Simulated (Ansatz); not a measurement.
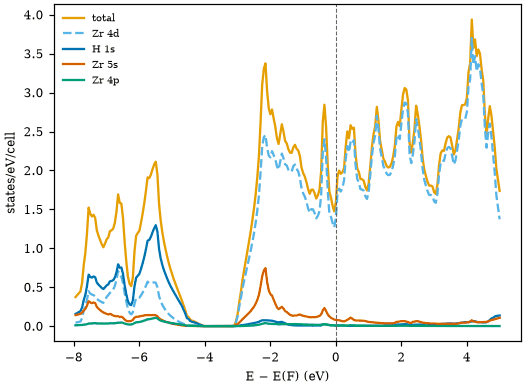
*Total and projected density of states of ZrH in space group P4_2/mmc (No. 131; Zr on 2d, H on 2f), plane-wave PAW r²SCAN (Ansatz code)*

Problem. Which orbitals carry the states next to the Fermi level?

Solution. Within 0.5 eV of the Fermi level: Zr 4d 88 %, Zr 5s 5 %, outside the projected shells 5 %. Projections are on Löwdin-orthogonalised atomic valence shells; empty p or d shells of many metals are not among them.

Problem. Where is the tallest occupied peak in this window, and what makes it?

Solution. Near -2.1 eV, about 3.4 states/eV per cell; the largest projected share is Zr 4d.

The workflow started from a Materials Project entry (that database holds measured and hypothetical structures alike); the Crystallography Open Database files this formula in space group No. 131, but the cells were not matched. Its standing as an ambient phase is unchecked. The cell was relaxed with r²SCAN under the symmetry of its start; its stability against distortions is not shown here. The run is not spin-polarised. Spin–orbit coupling is left out wherever it is not named.

Potentials: the later of the program's two PAW sets.
